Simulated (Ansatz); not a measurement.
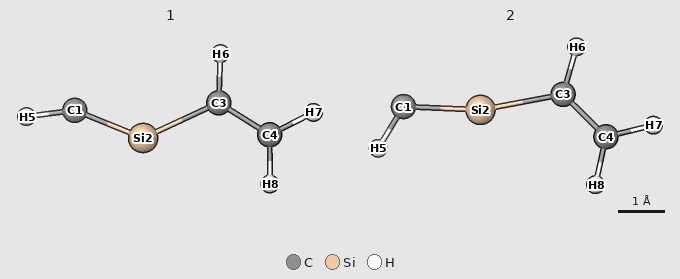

Two geometries of C3H4Si, drawn at one scale. One is the start of a relaxation, the other its converged end. The picture is a ball-and-stick view, seen face on.

These are results of Ansatz, RKS PBE0-D4/def2-TZVP, not measurements. Set-up: force threshold 0.005 eV/Å; at most 200 steps.

Which one is relaxed?

Answer. Structure 1 is the relaxed one. The atom that moves furthest after the best rigid fit is H5 (0.74 Å). By element the largest moves are H 0.74 Å, Si 0.62 Å, C 0.27 Å. Some distances before and after: C1–Si2 1.702 → 1.633 Å, Si2–C3 1.859 → 1.844 Å, C1–H5 1.086 → 1.078 Å, C4–H7 1.079 → 1.086 Å. Bond angles that change, for instance: C1–Si2–C3 166.8° → 133.3°, Si2–C1–H5 119.0° → 150.8°. After 11 accepted moves (13 points after the start) the energy has fallen by 52.8 kJ/mol. The largest force component goes from 2.2 to 0.00099 eV/Å. The line search rejected the trial steps at points 5, 12 of the run.
